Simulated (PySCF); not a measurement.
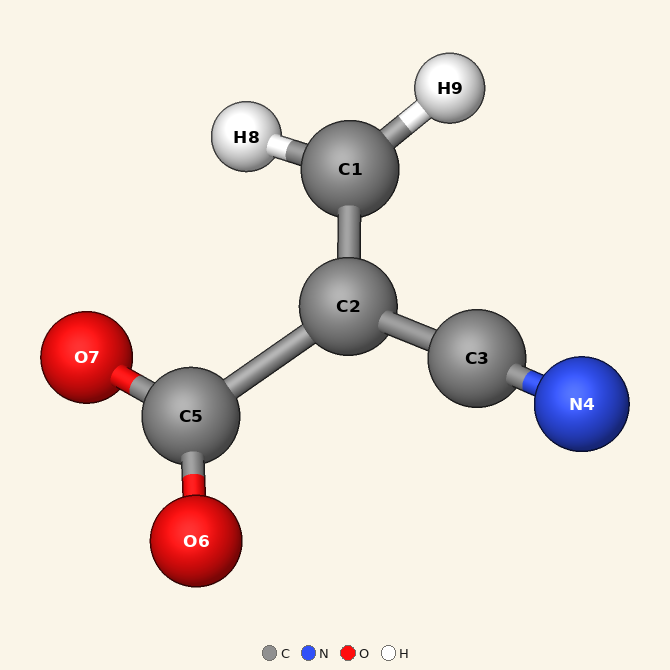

Charge −1, singlet. Geometry: an end point of a reaction path computed with GFN2-xTB. Level of theory: B3LYP/pcJ-1 indirect spin-spin coupling, non-relativistic, gas phase (PySCF 2.14.0). Isotopes: 13C, 1H, 15N, 17O.

Give the spin–spin coupling constants of these pairs, with the number of bonds between them: C1/H8, C5/O7, C2/O6, C1/O7, C1/N4.

```json
{"pair": "C1, H8", "bonds apart": "1", "J (Hz)": "176.6"}
{"pair": "C5, O7", "bonds apart": "1", "J (Hz)": "26.1"}
{"pair": "C2, O6", "bonds apart": "2", "J (Hz)": "−13.9"}
{"pair": "C1, O7", "bonds apart": "3", "J (Hz)": "−1.5"}
{"pair": "C1, N4", "bonds apart": "3", "J (Hz)": "−1.9"}
```
